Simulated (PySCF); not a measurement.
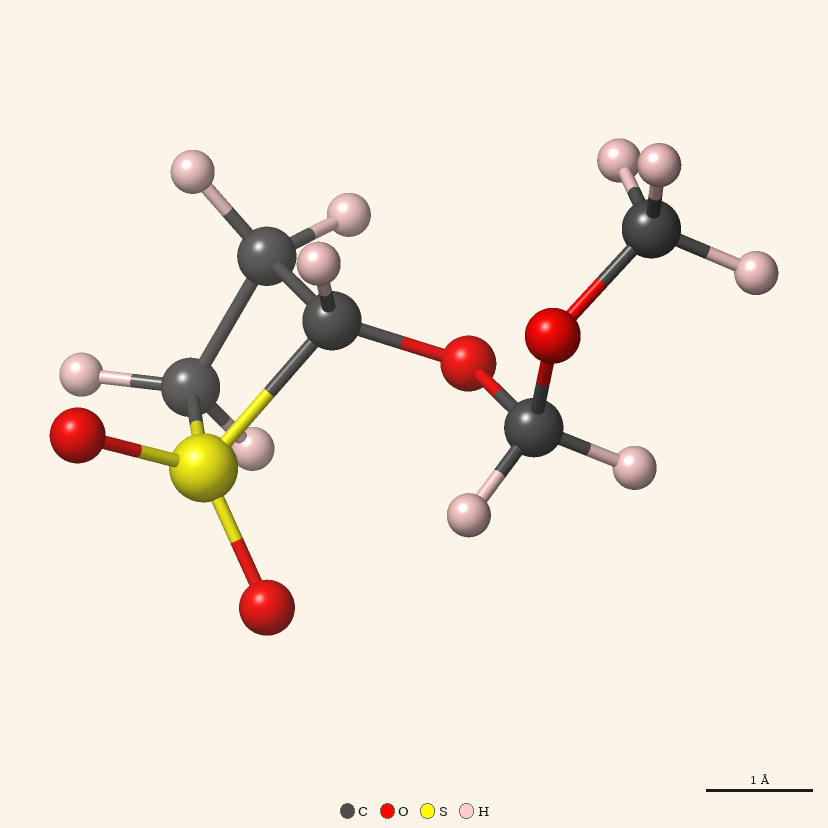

Ball-and-stick drawing of a structure. Every bond is drawn as one stick, whatever its order.

Computed geometry: PBE0-D3(BJ)/def2-SVP optimisation. No frequency run is at hand to confirm it as a minimum.

What does the picture show?

It has 20 atoms: 5 carbon, 10 hydrogen, 4 oxygen and 1 sulfur (C₅H₁₀O₄S). As SMILES it reads `COCO[C@H]1CCS1(=O)=O`. Independent rings (smallest set): 1 of 4 members. Among its groups: ether, sulfone. This geometry has C1 symmetry. Coordination, clear cases only: 3 C tetrahedral; 2 O bent.

The parts below concern this one geometry. Atoms keep their numbers from picture to picture.

### NMR shielding

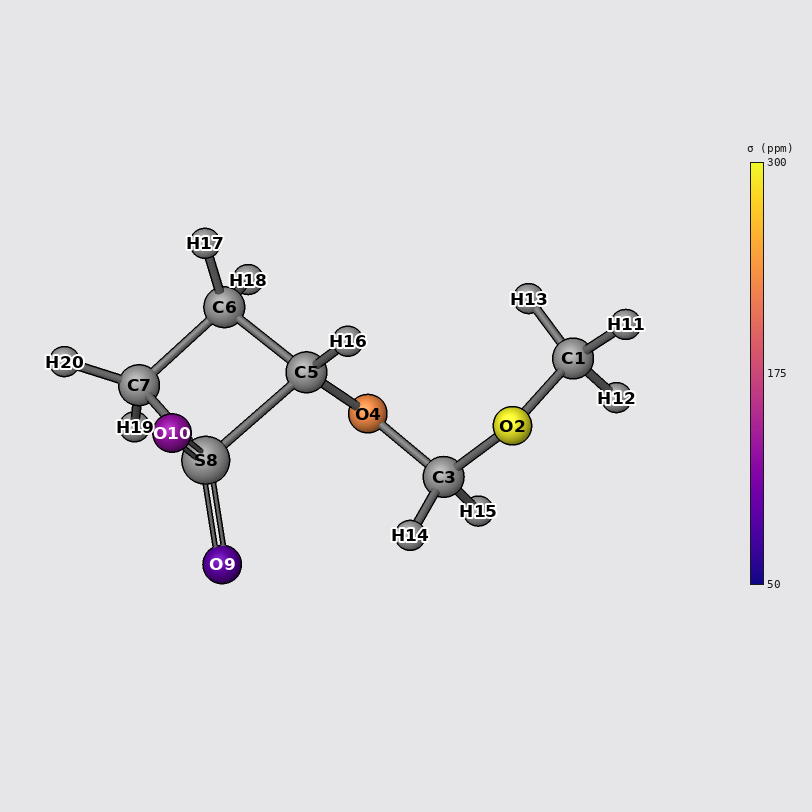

Atoms are coloured by their isotropic NMR shieldings (O only, the others grey). No frequency run is at hand to confirm it as a minimum. Properties computed with GIAO PBE0/pcSseg-1 NMR shielding, non-relativistic, IEF-PCM chloroform (PySCF 2.14.0).

List the isotropic NMR shieldings of the O atoms.

| atom | σ (ppm) |
| --- | --- |
| O2 | 294.5 |
| O4 | 231.1 |
| O9 | 92.6 |
| O10 | 127.5 |

### Electronic properties

No frequency run is at hand to confirm it as a minimum. Level of theory: PBE0/pcSseg-1 in chloroform (IEF-PCM) (PySCF 2.14.0).

Question: What is the dipole moment?

Answer: 5.98 D.

Question: Give the HOMO energy (Kohn–Sham orbital) at this level.

Answer: −7.62 eV.

Question: Give the HOMO–LUMO gap at this level.

Answer: 8.68 eV.

### Ring current

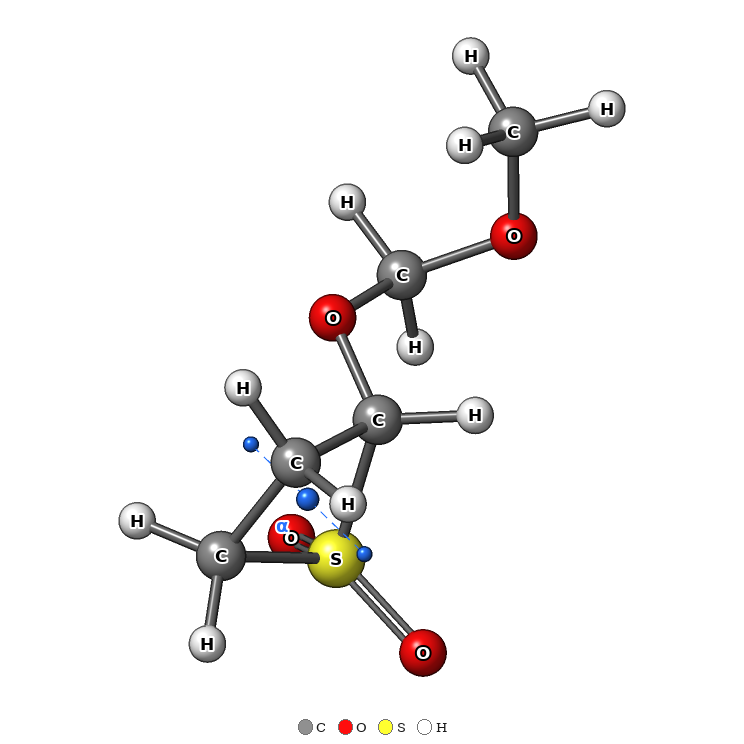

The small points mark where nucleus-independent chemical shifts (NICS) were computed: at the centre of each lettered ring and 1 Å above and below it. No frequency run is at hand to confirm it as a minimum. Method: GIAO PBE0/pcSseg-1 NMR shielding, non-relativistic, IEF-PCM acetone (PySCF 2.14.0).

Give NICS(0), NICS(1) and the out-of-plane component NICS(1)zz for each ring (means of the two sides).

```tsv
ring	members	NICS(0)	NICS(1)	NICS(1)zz
α	C3S	−3.3	−1.4	1.8
```

Values in ppm.
